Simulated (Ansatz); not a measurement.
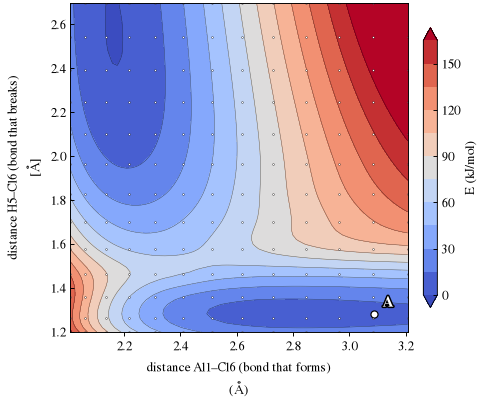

The reacting system AlClFH₃ (fragments AlFH₂ + ClH where the first distance is long, AlClFH₃ where the second is long). Coordinates scanned: (1) distance Al1–Cl6 (bond that forms); (2) distance H5–Cl6 (bond that breaks). Relaxed at each point: all other coordinates. The grid has 13 × 13 points. Points are written as (first, second). All energies are given in kJ/mol relative to the lowest grid point. The reference is spin-restricted, so regions where a bond is pulled apart into radicals lie too high. Level of theory: RHF/def2-SVP (Ansatz 0.2.0).

In the figure: filled contours, dots at the grid points, one colour for all values above the top of the scale, the point A. Between grid points the surface is interpolated.

**Find the lowest path from A to the other arm of the map, and its barrier.**

The easiest path runs from the side where the first distance is long, about (3.09 Å, 1.28 Å), to the side where the second distance is long, about (2.16 Å, 2.59 Å). Its highest point, at about (2.47 Å, 1.52 Å), lies about 53 kJ/mol above the start and 63 kJ/mol above the end on the interpolated surface.

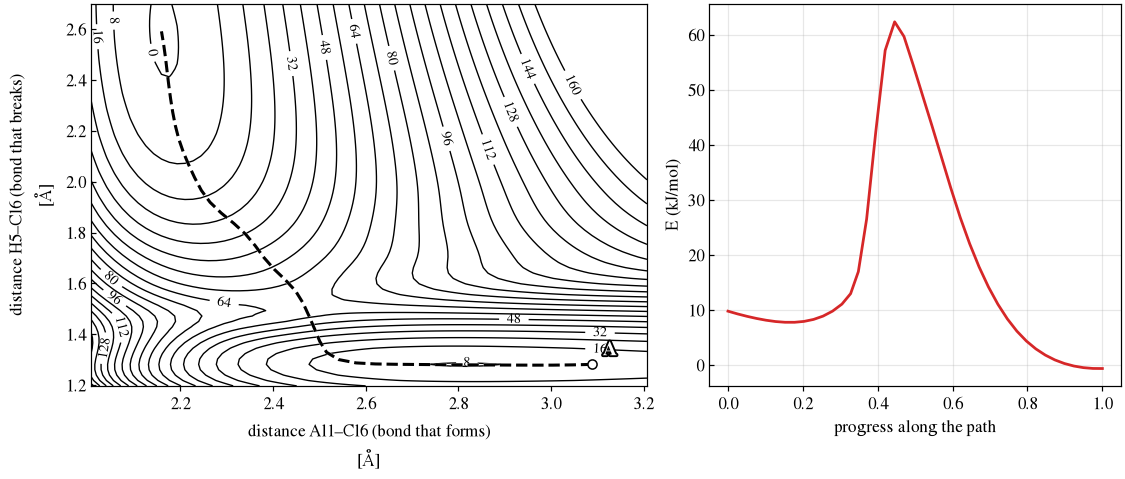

Drawn: contour lines labelled in kJ/mol (none above 160), a line along the lowest path, the energy along the path at the right. Between grid points the surface is interpolated.
